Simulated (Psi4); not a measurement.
**H3Si+ (SMILES [SiH3+]): a chain of runs**

Wanted: a structure relaxation (MP2/def2-SVP), then vibrational wavenumbers, then the energy (CCSD(T)/cc-pVTZ) of H3Si+. 

The calculation is run with Psi4 1.11.

## (1) The system as given

The species is H3Si+ (4 atoms), typed as a singlet with charge +1. SMILES: `[SiH3+]`. The coordinates come from a PBE0-D4/def2-TZVP relaxation. The run starts from this shape.

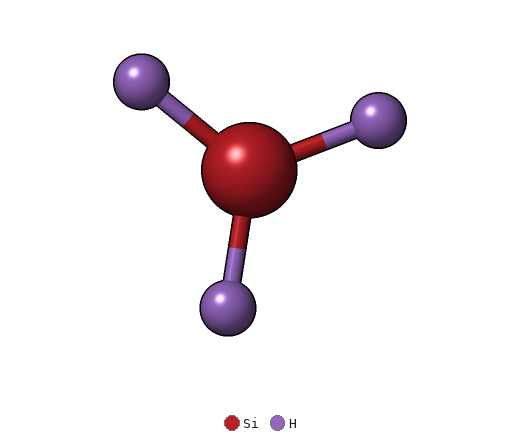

Viewed from a chosen angle; silicon red, hydrogen purple.

## (2) A structure relaxation at MP2/def2-SVP (density fitting, density fitting for correlation) (run 1)

Input file calc.in:

```
memory 1.6 GB

molecule mol {
  1 1
  Si     0.000000     0.000000     0.000000
  H      0.686900     0.675400     1.113000
  H     -0.118400    -1.467200    -0.009900
  H     -0.568500     0.791700    -1.103100
}

set {
  geom_maxiter    60
  num_frozen_docc 5
}

e_tot, wfn = optimize('mp2/def2-SVP', return_wfn=True)
print_variables()
```

The run is started by

```bash
$ psi4 -i calc.in -o calc.out -n 1
```

calc.out:

```text
Psi4 1.11 release

gradient() will perform analytic gradient computation.
    SCF Algorithm Type (re)set to DF.

   => Loading Basis Set <=

    Name: DEF2-SVP
    Role: ORBITAL
    Keyword: BASIS

         ---------------------------------------------------------
                                   SCF
                              RHF Reference
                        1 Threads,   1525 MiB Core
         ---------------------------------------------------------

  ==> Geometry <==

    Molecular point group: c1
    Full point group: C1

    Geometry (in Angstrom), charge = 1, multiplicity = 1:

[... 93 lines left out ...]
   @DF-RHF iter SAD:  -290.01306108979139   -2.90013e+02   0.00000e+00
[... 126 lines left out ...]
  Reference energy  = -290.254518854939988
[... 234 lines left out ...]
   @DF-RHF iter   2:  -290.25468412361562   -4.85991e-06   1.08925e-05 DIIS
[... 94 lines left out ...]
	 Singles Energy            =      -0.0000000000000000 [Eh]
[... 146 lines left out ...]
   @DF-RHF iter   7:  -290.25467438622957   -2.84217e-13   8.64558e-11 DIIS
[... 99 lines left out ...]
	 SCS Opposite-Spin Energy  =      -0.0933281890432961 [Eh]
[... 152 lines left out ...]
    Two-Electron Energy =                 122.4220269005910779
[... 140 lines left out ...]
	  Convergence Criteria     1.00e-06 *    3.00e-04 *             o    1.20e-03 *             o
[... 160 lines left out ...]
             Iter  Converged  Remaining    Residual
[... 143 lines left out ...]
  "SCS-MP2 TOTAL ENERGY"                 =>    -290.350034154720
[... 2 lines left out ...]
  Array Variable Map:
  ----------------------------------------------------------------------------
  "CURRENT DIPOLE"                       =>       0.000059594920 ... -0.000035682301 1 by 3
  "CURRENT GRADIENT"                     =>       0.000008167476 ... -0.000003799674 4 by 3
  "MP2 TOTAL GRADIENT"                   =>       0.000008167476 ... -0.000003799674 4 by 3
  "SCF DIPOLE"                           =>       0.000059594920 ... -0.000035682301 1 by 3
  "SCF TOTAL ENERGIES"                   =>    -290.254453824258 ... -290.254674547135 1 by 8

    Psi4 run time: 0:00:01.90

[set-up sections that repeat, and orbital energies of the middle runs, are left out above]
```

On the terminal:

```text
Optimizer: Optimization complete!
```

It took 2.7 s on 1 thread of INTEL XEON PLATINUM 8581C at 2.30GHz (Emerald Rapids), shared host; peak memory 0.21 GiB.

The path in brief:

| step | energy from the first frame kept (eV) | largest force (eV/Å) |
| --- | --- | --- |
| 0 | 0.0000 | 0.1749 |
| 1 | -0.0022 | 0.0298 |
| 2 | -0.0022 | 0.0054 |
| 3 | -0.0015 | 0.1080 |
| 4 | -0.0022 | 0.0005 |

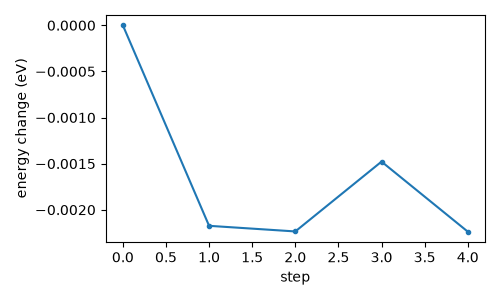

Energy along the run.

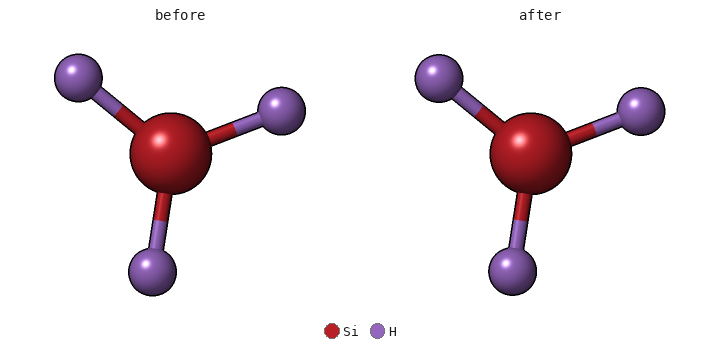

Before and after, at one scale.

After the run. Bond lengths: Si1–H2 1.464 Å, Si1–H3 1.464 Å, Si1–H4 1.464 Å. Angles: H2–Si1–H3 120.0°, H2–Si1–H4 120.0°, H3–Si1–H4 120.0°.

## (3) Vibrational wavenumbers at MP2/def2-SVP (density fitting, density fitting for correlation) (run 2)

Input file h3si.xyz:

```xyz
4
H3Si
Si     0.000005    -0.000003    -0.000003
H      0.682895     0.671563     1.106615
H     -0.117775    -1.458761    -0.009822
H     -0.565267     0.787177    -1.096706
```

Input file run.py:

```python
import psi4

psi4.set_memory(1600000000)
psi4.set_num_threads(1)
psi4.set_output_file('run.log', False)

with open('h3si.xyz') as f:
    atoms = ''.join(f.readlines()[2:])
mol = psi4.geometry('1 1\n' + atoms + '')

options = {'t': 600.0, 'num_frozen_docc': 5, 'rotational_symmetry_number': 6}
psi4.set_options(options)

energy_value, wavefunction = psi4.frequency("mp2/def2-SVP", return_wfn=True)
print(f'mp2/def2-SVP energy: {energy_value:.10f} Eh')
print('wavenumbers / cm^-1:', wavefunction.frequencies().np.round(1))
for k in ('ZPVE', 'ENTHALPY', 'GIBBS FREE ENERGY'):
    print(f'{k}: {psi4.variable(k):.8f} Eh')
for k, v in sorted(psi4.core.scalar_variables().items()):
    print(f'{k:45s} {v:18.10f}')
```

The run is started by

```bash
$ python run.py
```

run.log:

```text
Psi4 1.11 release

gradient() will perform analytic gradient computation.
    SCF Algorithm Type (re)set to DF.

   => Loading Basis Set <=

    Name: DEF2-SVP
    Role: ORBITAL
    Keyword: BASIS

         ---------------------------------------------------------
                                   SCF
                              RHF Reference
                        1 Threads,   1525 MiB Core
         ---------------------------------------------------------

  ==> Geometry <==

    Molecular point group: c1
    Full point group: C1

    Geometry (in Bohr), charge = 1, multiplicity = 1:

[... 220 lines left out ...]
  Reference energy  = -290.254673843198304
[... 387 lines left out ...]
 Dipole X            :          0.0002295           -0.0001369            0.0000926
[... 365 lines left out ...]
    Two-Electron Energy =                 122.4203213898643696
[... 379 lines left out ...]
    Nuclear Repulsion Energy =             15.8177928316756891
[... 371 lines left out ...]
    Final Occupation by Irrep:
[... 376 lines left out ...]
   @DF-RHF iter  10:  -290.25468003727349    4.54747e-13   1.06035e-11 DIIS
[... 379 lines left out ...]
   @DF-RHF iter   8:  -290.25467590636470   -1.70530e-12   2.10635e-09 DIIS
[... 379 lines left out ...]
   @DF-RHF iter   6:  -290.25466457788895   -3.08890e-08   3.31410e-07 DIIS
[... 379 lines left out ...]
   @DF-RHF iter   4:  -290.25467419357494   -5.98698e-05   4.28610e-05 DIIS
[... 401 lines left out ...]
    Translational S                         39.701 [cal/(mol K)]      166.110 [J/(mol K)]       0.06326797 [mEh/K] (mol. weight = 31.0004 [u], P = 101325.00 [Pa])
[... 49 lines left out ...]
  Gibbs free energy, G = H - T * S
    Electronic contrib to G beyond E_e       0.000 [kcal/mol]        0.000 [kJ/mol]       0.00000000 [Eh]
    Translational contrib to G             -20.840 [kcal/mol]      -87.194 [kJ/mol]      -0.03321057 [Eh]
    Rotational contrib to G                 -6.799 [kcal/mol]      -28.446 [kJ/mol]      -0.01083455 [Eh]
    Vibrational contrib to G                13.998 [kcal/mol]       58.568 [kJ/mol]       0.02230752 [Eh]
  Correction G                             -13.641 [kcal/mol]      -57.072 [kJ/mol]      -0.02173760 [Eh]
  Total G, Gibbs energy at  600.00 [K]                                                 -290.36028008 [Eh]
  *** Absolute Gibbs energy, not a free energy of formation ***

[set-up sections that repeat, and orbital energies of the middle runs, are left out above]
```

On the terminal:

```text
mp2/def2-SVP energy: -290.3385424760 Eh
wavenumbers / cm^-1: [ 875.7  960.2  960.2 2380.3 2453.8 2453.8]
ZPVE: 0.02297307 Eh
ENTHALPY: -290.30634142 Eh
GIBBS FREE ENERGY: -290.36028008 Eh
CURRENT CORRELATION ENERGY                         -0.0838679283
CURRENT ENERGY                                   -290.3385424760
CURRENT REFERENCE ENERGY                         -290.2546745478
CUSTOM SCS-MP2 CORRELATION ENERGY                  -0.0953596071
CUSTOM SCS-MP2 TOTAL ENERGY                      -290.3500341548
DD SOLVATION ENERGY                                 0.0000000000
ENTHALPY                                         -290.3063414156
ENTHALPY CORRECTION                                 0.0322010604
FINDIF NUMBER                                      19.0000000000
GIBBS FREE ENERGY                                -290.3602800797
GIBBS FREE ENERGY CORRECTION                       -0.0217376037
HF KINETIC ENERGY                                 290.1748440580
HF POTENTIAL ENERGY                              -580.4295186058
HF TOTAL ENERGY                                  -290.2546745478
HF VIRIAL RATIO                                     2.0002751117
MP2 CORRELATION ENERGY                             -0.0838679283
MP2 DOUBLES ENERGY                                 -0.0838679283
MP2 OPPOSITE-SPIN CORRELATION ENERGY               -0.0777734203
MP2 SAME-SPIN CORRELATION ENERGY                   -0.0060945079
MP2 SINGLES ENERGY                                 -0.0000000000
MP2 TOTAL ENERGY                                 -290.3385424760
NUCLEAR REPULSION ENERGY                           15.8123722832
ONE-ELECTRON ENERGY                              -428.4873698224
PCM POLARIZATION ENERGY                             0.0000000000
PE ENERGY                                           0.0000000000
SCF ITERATION ENERGY                             -290.2546745478
SCF ITERATIONS                                     10.0000000000
SCF TOTAL ENERGY                                 -290.2546745478
SCS-MP2 CORRELATION ENERGY                         -0.0953596071
SCS-MP2 TOTAL ENERGY                             -290.3500341548
THERMAL ENERGY                                   -290.3082415019
THERMAL ENERGY CORRECTION                           0.0303009741
TWO-ELECTRON ENERGY                               122.4203229915
ZERO K ENTHALPY                                  -290.3155694100
ZPVE                                                0.0229730661
```

Wall time 8.1 s (1 thread of INTEL XEON PLATINUM 8581C at 2.30GHz (Emerald Rapids), shared host); peak memory 0.21 GiB.

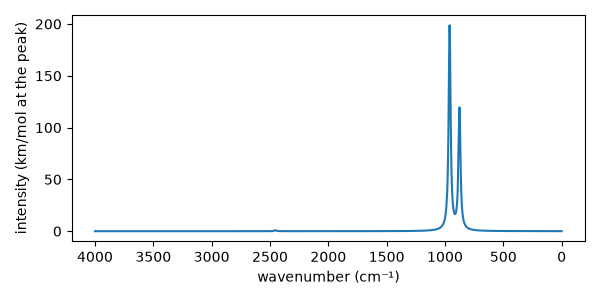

Harmonic infrared spectrum, unscaled, lines broadened by 10 cm⁻¹.

## (4) A single-point energy at CCSD(T)/cc-pVTZ (run 3)

h3si.xyz is that of step 3.

Input file job.py:

```python
import psi4

psi4.set_memory('1600 MB')
psi4.set_num_threads(1)
psi4.core.set_output_file('run.log', False)

with open('h3si.xyz') as f:
    atoms = ''.join(f.readlines()[2:])
molecule = psi4.geometry('1 1\n' + atoms + 'symmetry c1')

psi4.set_options({
    'basis': 'cc-pVTZ',
    'scf_type': 'pk',
    'freeze_core': True,
})

result, w = psi4.energy("ccsd(t)", return_wfn=True)
print(f'total energy {result:.8f} hartree = {result * 27.211386:.5f} eV')
```

The run is started by

```bash
$ python job.py
```

run.log:

```text
=> Loading Basis Set <=

    Name: CC-PVTZ
    Role: ORBITAL
    Keyword: BASIS

         ---------------------------------------------------------
                                   SCF
                              RHF Reference
                        1 Threads,   1525 MiB Core
         ---------------------------------------------------------

  ==> Geometry <==

    Molecular point group: c1
    Full point group: C1

    Geometry (in Angstrom), charge = 1, multiplicity = 1:

       Center              X                  Y                   Z               Mass
    ------------   -----------------  -----------------  -----------------  -----------------
         SI           0.000005266630     0.000000390121    -0.000003120966    27.976926534650
         H            0.682895266630     0.671566390121     1.106614879034     1.007825032230
         H           -0.117774733370    -1.458757609879    -0.009822120966     1.007825032230
         H           -0.565266733370     0.787180390121    -1.096706120966     1.007825032230

  Running in c1 symmetry.

[... 78 lines left out ...]
   @RHF iter   1:  -290.32786784973365   -2.06015e-01   2.30982e-03 DIIS/ADIIS
[... 3 lines left out ...]
   @RHF iter   5:  -290.36182698200821   -3.38522e-06   5.12909e-06 DIIS
[... 3 lines left out ...]
  Energy and wave function converged.
[... 31 lines left out ...]
    One-Electron Energy =                -428.6858104848795961
[... 17 lines left out ...]
 Dipole Y            :          0.0000165           -0.0000101            0.0000063
[... 94 lines left out ...]
	Nuclear Rep. energy          =     15.81237228320864
[... 3 lines left out ...]
	Reference energy             =   -290.36182717961083
[... 78 lines left out ...]
    Opposite-spin MP2 correlation energy      =   -0.095431913905608
[... 3 lines left out ...]
      * MP2 total energy                      = -290.464542630477524
[... 1 line left out ...]
    Opposite-spin CCSD correlation energy     =   -0.118506833487554
    Same-spin CCSD correlation energy         =   -0.008340582861975
    Singles CCSD correlation energy           =    0.000000000000000
    CCSD correlation energy                   =   -0.126847416349529
      * CCSD total energy                     = -290.488674595960333

            **************************
            *                        *
            *        CCTRIPLES       *
            *                        *
            **************************

    Wave function   =    CCSD_T
    Reference wfn   =      RHF

    Nuclear Rep. energy (wfn)                =   15.812372283208642
    SCF energy          (wfn)                = -290.361827179610259
    Reference energy    (file100)            = -290.361827179610827
    CCSD energy         (file100)            =   -0.126847416349529
    Total CCSD energy   (file100)            = -290.488674595960333

    Number of ijk index combinations:               10
    Approx. words needed per explicit thread:         1257728
    Number of threads for explicit ijk threading:    1

    MKL num_threads set to 1 for explicit threading.

    (T) energy                                =   -0.002183734975171
      * CCSD(T) total energy                  = -290.490858330935509
```

Standard output:

```text
total energy -290.49085833 hartree = -7904.65888 eV
```

Run time: 6 s. Hardware: 1 thread of INTEL XEON PLATINUM 8581C at 2.30GHz (Emerald Rapids), shared host; peak memory 0.51 GiB.

## (5) Outcome

```
                                                                   quantity             value
                               run 1, MP2/def2-SVP: total energy at the end     -290.33854 Eh
           run 1, MP2/def2-SVP: correlation energy (5 core orbitals frozen)         -83.9 mEh
                            run 2, MP2/def2-SVP: lowest harmonic wavenumber          876 cm⁻¹
                           run 2, MP2/def2-SVP: highest harmonic wavenumber         2454 cm⁻¹
                                     run 2, MP2/def2-SVP: zero-point energy       60.3 kJ/mol
run 2, MP2/def2-SVP: ideal-gas entropy at 600 K (symmetry number 6 as used)  56.4 cal/(mol K)
                                       run 3, CCSD(T)/cc-pVTZ: total energy     -290.49086 Eh
                run 3, CCSD(T)/cc-pVTZ: HOMO energy (Hartree–Fock orbitals)         -21.13 eV
                run 3, CCSD(T)/cc-pVTZ: LUMO energy (Hartree–Fock orbitals)          -6.65 eV
              run 3, CCSD(T)/cc-pVTZ: HOMO–LUMO gap (Hartree–Fock orbitals)          14.48 eV
        run 3, CCSD(T)/cc-pVTZ: correlation energy (5 core orbitals frozen)        -129.0 mEh
                                     run 3, CCSD(T)/cc-pVTZ: (T) correction         -2.18 mEh
                                      run 3, CCSD(T)/cc-pVTZ: T1 diagnostic             0.009
```

What this shows: The optimisation (run 1, MP2/def2-SVP) took 5 steps and changed the energy by -0.002 eV. All 6 modes are real, so the shape is a minimum at this level. The triples (run 3, CCSD(T)/cc-pVTZ) make up 1.7 % of the correlation energy.
